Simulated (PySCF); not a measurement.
**C6H8Si (SiPhH3): density, localisation and related maps**

Input

```
{"job": {"kind": "nmr", "xc": "PBE0", "basis": "pcSseg-1"}, "charge": 0, "multiplicity": 1}
Si     0.016406     0.029498    -2.475239
C      0.011959     0.019175    -0.596811
C     -1.020918     0.636959     0.124495
C     -1.042377     0.603625     1.517894
C     -0.026905    -0.049044     2.215123
C      1.009082    -0.666263     1.515249
C      1.026893    -0.630815     0.122139
H     -1.822131     1.158483    -0.407740
H     -1.854187     1.092302     2.062446
H     -0.040938    -0.074057     3.307556
H      1.809263    -1.175654     2.057944
H      1.850174    -1.115195    -0.411692
H      1.422394     0.040840    -2.982659
H     -0.707217     1.237412    -2.976621
H     -0.664287    -1.183406    -3.028094
```

Run with:

```sh
OMP_NUM_THREADS=1 python probes_run.py task.json out
```

Geometry: PBE0-D3(BJ)/def2-SVP.

Theory: PBE0/pcSseg-1, SCF density, gas phase, non-relativistic (PySCF).

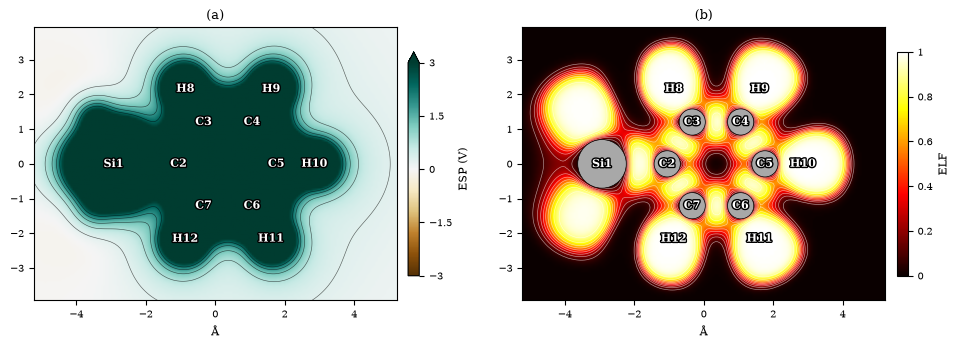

Figure 1. (a) molecular electrostatic potential; (b) ELF on the plane of atoms C3, C4 and C5. Grey discs cover the atomic cores in the ELF map.

Q: What does the map show?

A:
- The section cuts through Si, C and H sites.
- C–C (1.39 Å): the ELF peaks at about 0.95 between the atoms; localised, covalent bonding.
- C–Si (1.88 Å): the ELF peaks at about 0.95 between the atoms; localised, covalent bonding.
- C–H (1.09 Å): the ELF climbs to about 1 towards the hydrogen, as it does in any bond to H; a covalent bond by its length.
- The potential has no marked negative region in this plane.

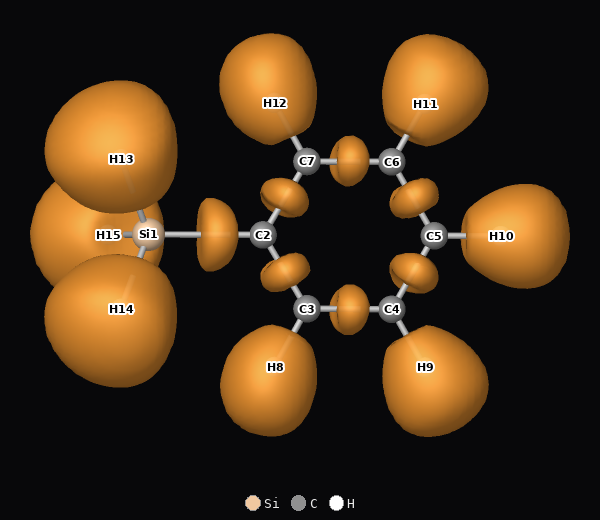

Figure 2. Isosurface of the ELF at 0.8 (orange), seen across its widest extent. Only the valence region is drawn (cores and ρ < 0.01 e/Å³ removed).

Q: Describe the localisation domains.

A: The surface consists of six regions between bonded C–C atoms (shared pairs), one region between bonded C–Si atoms (shared pairs) and eight regions around hydrogen nuclei.

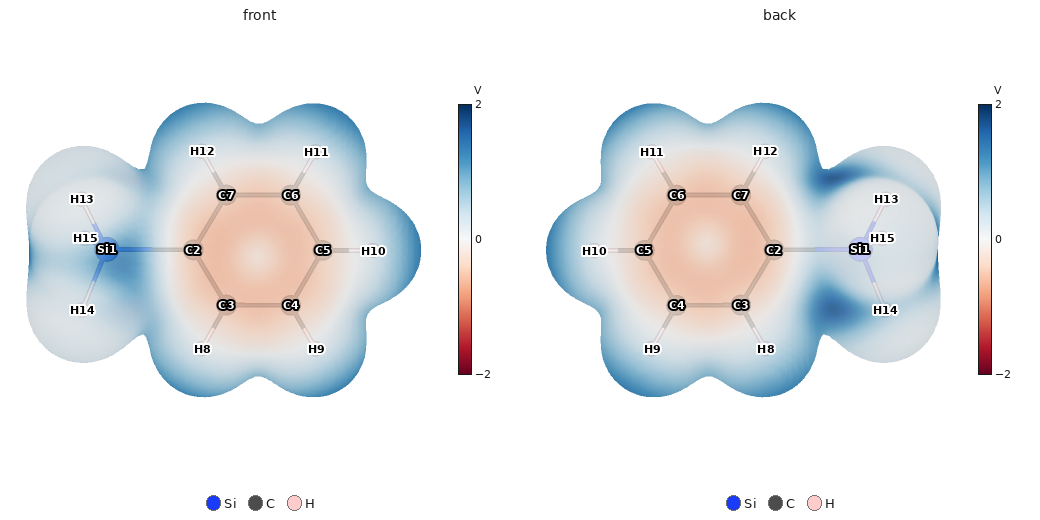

Figure 3. The molecular electrostatic potential painted on the density surface at 0.004 e/bohr³, seen from the front and from behind; the colour scale runs from red (negative) to blue (positive).

Q: Describe the electrostatic potential map.

A: The most negative region (about −0.6 V) lies over the π face of the C atoms, the most positive (about +1.6 V) over Si1.

Q: What dipole moment does the calculation give?

A: Its dipole moment is 0.90 D.
